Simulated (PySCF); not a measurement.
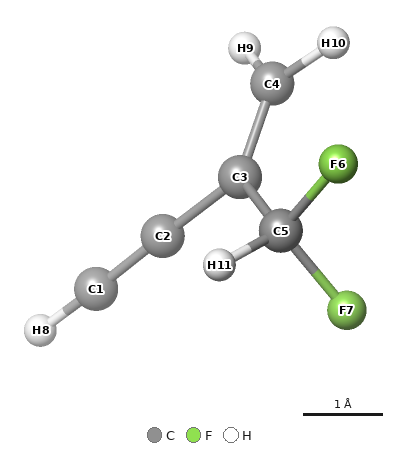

Starting structure of C$_{5}$H$_{4}$F$_{2}$. The picture is a ball-and-stick view, seen from a free direction.

The start comes from GFN2-xTB. Its atoms were then displaced at random by about 0.01 Å.

These are results of PBE0-D3(BJ)/def2-SVP geometry optimisation, gas phase in PySCF, not measurements.

```xyz
11

C     2.0547   -1.4253    0.0261
C     1.1186   -0.6257   -0.0590
C     0.0089    0.2692   -0.1538
C     0.1980    1.5913   -0.2658
C    -1.3271   -0.4071   -0.0819
F    -2.3291    0.4431   -0.4283
F    -1.5874   -0.7954    1.2019
H     2.8567   -2.0610    0.0874
H     1.1359    2.0511   -0.2876
H    -0.6964    2.2326   -0.3113
H    -1.3947   -1.2987   -0.7037
```

**What does the optimiser find from here?**

The largest move after the best rigid fit is that of F6, 0.27 Å. By element the largest moves are F 0.27 Å, H 0.25 Å, C 0.07 Å. Some distances before and after: C1–H8 1.025 → 1.074 Å, C4–H9 1.045 → 1.091 Å, C1–C2 1.234 → 1.213 Å, C5–F7 1.366 → 1.350 Å. Bond angles that change, for instance: C4–C3–C5 125.1° → 121.2°, C3–C4–H9 124.2° → 120.9°, C2–C3–C4 120.9° → 123.5°. After 10 geometry steps the energy has fallen by 4.18 kcal/mol. Cost: 56 s on 1 thread of Arm Neoverse V1, with other jobs on the host.

The structure at the end:

```xyz
11

C     2.0521   -1.4112    0.0910
C     1.1352   -0.6235   -0.0092
C     0.0260    0.2649   -0.1380
C     0.1531    1.5870   -0.3194
C    -1.3360   -0.3884   -0.0675
F    -2.3151    0.5315   -0.1706
F    -1.4827   -1.0237    1.1146
H     2.8727   -2.0981    0.1868
H     1.1380    2.0536   -0.3723
H    -0.7337    2.2152   -0.4189
H    -1.4714   -1.1332   -0.8722
```

After the run, drawn alike:

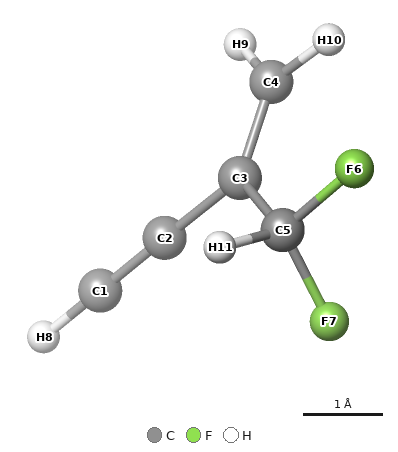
